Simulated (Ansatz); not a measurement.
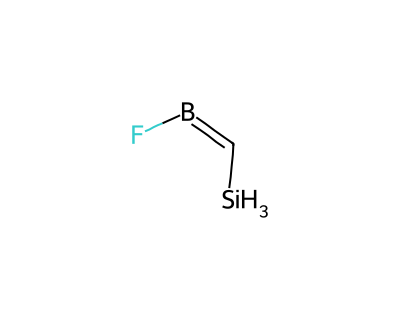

A structural formula.

Question: Write the SMILES.

Answer: F/B=C\[SiH3]

Question: Give the formula, hydrogens included.

Answer: CH4BFSi.

Question: An optimisation with PBE0-D4/def2-TZVP gave a structure of which point group?

Answer: Cs.

More results for the same structure follow; atom numbers are the same in all pictures, views and colours differ. Computed geometry: PBE0-D4/def2-TZVP optimisation. No frequency run is at hand to confirm it as a minimum.

**Shape**

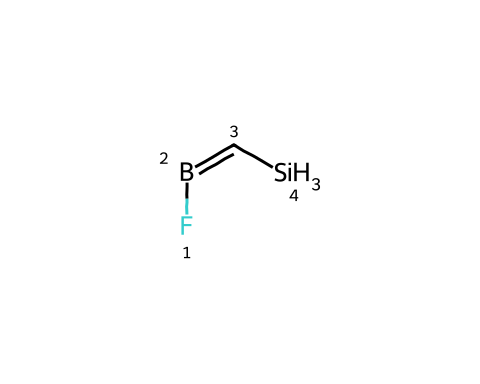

Skeletal drawing with numbered atoms; wedges and dashes mark any stereocentres. The configuration is that of a computed structure (PBE0-D4/def2-TZVP).

Question: What are the Cahn–Ingold–Prelog descriptors?

Answer: B2=C3: Z.

**Electronic properties**

No frequency run is at hand to confirm it as a minimum. Properties computed with RKS PBE0-D4/def2-TZVPP (Ansatz 0.2.0).

Question: What is the HOMO energy (Kohn–Sham orbital)?

Answer: −6.89 eV.

Question: What is the LUMO energy (Kohn–Sham orbital)?

Answer: −0.63 eV.

Question: Give the dispersion correction at this level.

Answer: −11.8 kJ/mol.

**Dipole moment**

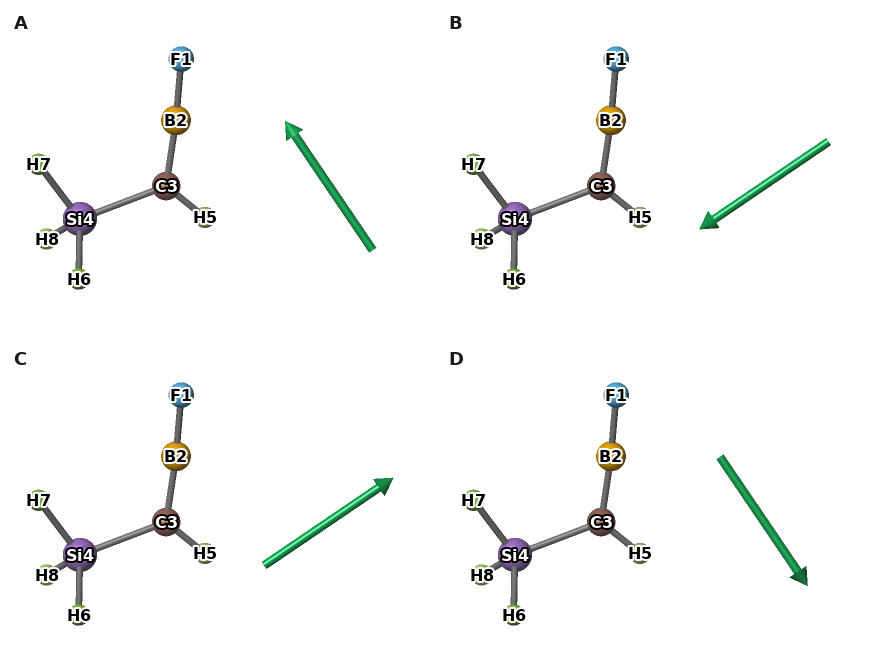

The same molecule four times, each with an arrow. No frequency run is at hand to confirm it as a minimum. Level of theory: RKS PBE0-D4/def2-TZVP (Ansatz 0.2.0).

Question: Which arrow points along the dipole moment, from the negative to the positive end?

Answer: C. The dipole moment is 1.20 D; it points from the side of H6, H8 to the side of F1 (the outermost atoms at the two ends).

**Charges**

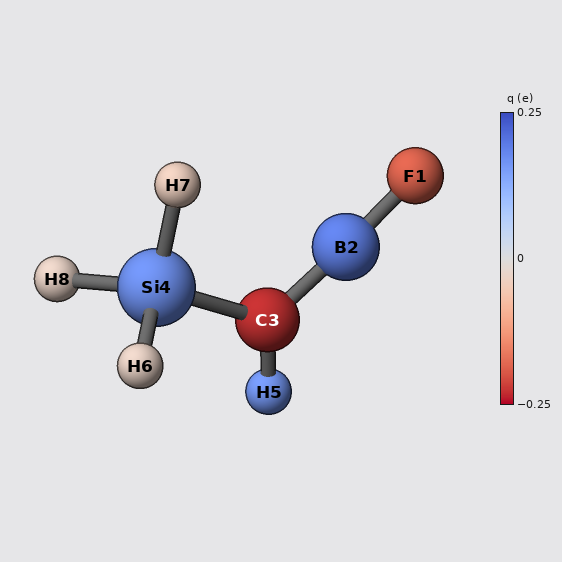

Atoms are coloured by their Mulliken charges. No frequency run is at hand to confirm it as a minimum. Properties computed with RKS PBE0-D4/def2-TZVP (Ansatz 0.2.0).

Question: Which atom carries the highest charge (most positive or least negative)?

Answer: B2 (0.18 e).

Question: And the lowest?

Answer: C3 (−0.23 e).

List the Mulliken charges.

```tsv
atom	value (e)
F1	−0.18
B2	0.18
C3	−0.23
Si4	0.16
H5	0.16
H6	−0.03
H7	−0.04
H8	−0.03
```

Mulliken values depend strongly on the basis set and can even reverse the polarity of a bond.
